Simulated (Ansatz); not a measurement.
Read the following structure.

```cif
data_structure
_symmetry_space_group_name_H-M 'P 1'
_symmetry_Int_Tables_number 1
_cell_length_a 7.1339
_cell_length_b 4.3128
_cell_length_c 9.5408
_cell_angle_alpha 90.000
_cell_angle_beta 90.000
_cell_angle_gamma 90.000
_cell_volume 293.54
loop_
_atom_site_label
_atom_site_type_symbol
_atom_site_fract_x
_atom_site_fract_y
_atom_site_fract_z
_atom_site_occupancy
I1 I 0.50000 0.67881 0.12308 1
I2 I 0.50000 0.32119 0.87692 1
I3 I 0.50000 0.17881 0.37692 1
I4 I 0.50000 0.82119 0.62308 1
I5 I 0.00000 0.17881 0.12308 1
I6 I 0.00000 0.82119 0.87692 1
I7 I 0.00000 0.67881 0.37692 1
I8 I 0.00000 0.32119 0.62308 1
```

Give a crystallographic description of this input.

The element is iodine. Its lattice is base-centred orthorhombic, its space group Cmce (No. 64). The cell holds eight atoms.

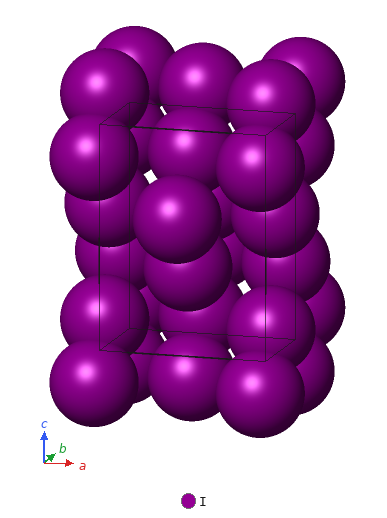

The image is a space-filling drawing of a crystal, viewed slightly off an axis. The frame is the conventional unit cell; atoms at its boundary are shown with their periodic copies. Finite groups of bonded atoms are drawn whole. Colours: iodine pink.

Starting structure: a structure type known for this element. A relaxation with Ansatz, DFT LDA, scalar-relativistic, plane waves, PAW gave the geometry drawn.
